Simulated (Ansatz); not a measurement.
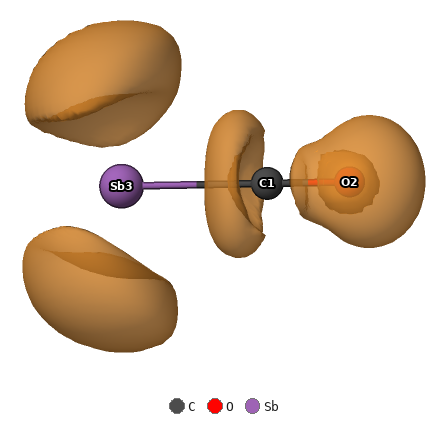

*COSb (SMILES O=[C]=[Sb]) (doublet). Isosurface of the ELF at 0.75 (orange), seen from one side. Only the valence region is drawn (cores and ρ < 0.01 e/Å³ removed).*

Geometry: PBE0-D3(BJ)/def2-SVP; core potentials replace the inner electrons of Sb.

The calculation used Ansatz, isolated molecule in a Gaussian basis; Kohn-Sham density functional theory, functional PBE0.

| atom | x (Å) | y (Å) | z (Å) |
| --- | --- | --- | --- |
| C | 0.0000 | 0.0000 | -0.2953 |
| O | 0.0000 | 0.0000 | -1.4467 |
| Sb | 0.0000 | 0.0000 | 1.7420 |

Question: Describe the localisation domains.

Answer: The ELF exceeds this value in one lobe of the valence shell of C pointing towards Sb (polar bonds), one region on O in which the atom's valence shell and bonds are merged and two lobes on Sb, pointing away from the bonds (non-bonding electrons).

Values along the shortest contacts:
C–O (1.15 Å): the ELF peaks at about 0.85 between the atoms: a multiple bond. C–Sb (2.04 Å): the ELF peaks at about 0.90 in the valence shell of C, 0.5 Å from its nucleus, and drops to about 0.20 between the two atoms.
